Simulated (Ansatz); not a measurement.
Process, species as SMILES: N#[N+][O-] → 2 N atom + O atom
B3LYP-D3(BJ)/def2-TZVP geometries, fixed; electronic energies without zero-point terms.

Basis-set convergence of the atomisation energy at HF with Ansatz (a quantum-chemistry and plane-wave program). All functions are spherical. Open shells are unrestricted. No added dispersion term, no relativity. Functions are those of the species that has most. Reference: the value in aug-pcseg-3, 88.75 kcal/mol, itself unsure by roughly 0.73 kcal/mol (its mean distance from aug-cc-pVQZ, def2-QZVPPD, pcseg-3). Deviations are taken from unrounded values.

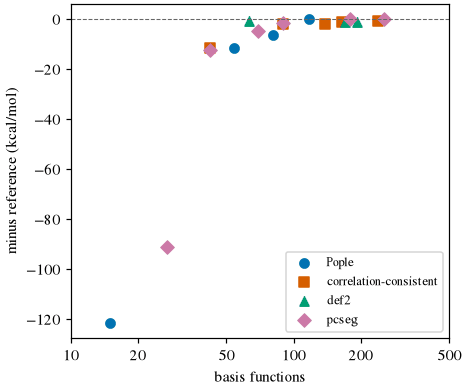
Figure: Deviation from the reference against the number of basis functions, by family of sets.

```
basis              functions  atomisation energy (kcal/mol)  minus reference (kcal/mol)
-----------------  ---------  -----------------------------  --------------------------
STO-3G                    15                         -32.82                     -121.56
pcseg-0                   27                          -2.47                      -91.22
cc-pVDZ                   42                          77.06                      -11.69
pcseg-1                   42                          76.28                      -12.47
6-311G**                  54                          77.10                      -11.65
def2-SVPD                 63                          87.73                       -1.01
aug-pcseg-1               69                          83.75                       -5.00
6-311++G(2d,2p)           81                          82.44                       -6.31
cc-pVTZ                   90                          86.52                       -2.23
pcseg-2                   90                          87.11                       -1.63
6-311++G(3df,3pd)        117                          88.69                       -0.05
aug-cc-pVTZ              138                          86.55                       -2.20
cc-pVQZ                  165                          87.68                       -1.07
def2-QZVPP               171                          87.57                       -1.18
pcseg-3                  180                          88.70                       -0.05
def2-QZVPPD              192                          87.60                       -1.15
aug-cc-pVQZ              240                          87.77                       -0.98
aug-pcseg-3              255                          88.75                        0.00
```
